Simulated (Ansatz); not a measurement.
Input

```
crystal:
  periodic: [false, false, false]
  atoms:
    - { symbol: Ge, position_ang: [0.0, 0.0, 0.0] }
    - { symbol: F, position_ang: [0.0, 0.0, 2.03] }
    - { symbol: H, position_ang: [1.4616, 0.0, -0.5162] }
    - { symbol: H, position_ang: [-0.73, 1.2648, -0.5162] }
    - { symbol: H, position_ang: [-0.73, -1.2648, -0.5162] }
    - { symbol: S, position_ang: [-2.4199, 0.0, 0.8041] }
    - { symbol: H, position_ang: [-3.1755, -0.8728, 0.0121] }
    - { symbol: H, position_ang: [-1.1972, 0.0, 1.926] }
basis:
  gaussian: { orbitals: def2-SVP }
hamiltonian:
  xc: hf
relax:
  f_tol: 0.15
  max_steps: 25
  restrain:
    - { distance: [0, 5], at: 2.25, k: 30.0 }
    - { distance: [7, 1], at: 0.92, k: 30.0 }
    - { distance: [0, 1], at: 2.88, k: 30.0 }
    - { distance: [7, 5], at: 2.6, k: 30.0 }
output:
  orbitals: {}
```

Launched as:

```sh
ansatz run input.yaml --threads 1 --pin off --max-ram 2048MiB --backend cpu --events-out ev --progress --plain --runs-dir out
```

The fields are those of the run's last geometry, not of the input's.

Method: RHF/def2-SVP (Ansatz 0.2.0).

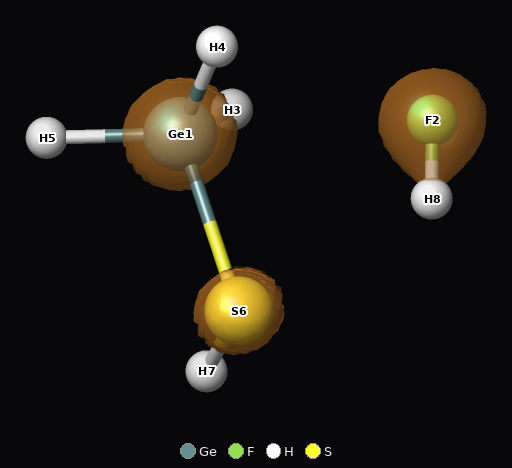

GeH4S···HF. Isosurface of the total electron density at 2 e/Å³ (orange), seen across its widest extent.

How is the density connected at this value?

Answer. At this value the surface falls into four separate pieces. It bridges the sampled F–H (0.91 Å) contacts, where the density stays above the isovalue. It is pinched off along the sampled Ge···F (2.89 Å), Ge–S (2.25 Å) and S–H (1.34 Å) contacts. On the grid the lowest density along these lines, outside the cores, is 0.08 e/Å³ (Ge···F, 2.89 Å), 0.63 e/Å³ (Ge–S, 2.25 Å), 2.4 e/Å³ (F–H, 0.91 Å) and 1.4 e/Å³ (S–H, 1.34 Å).
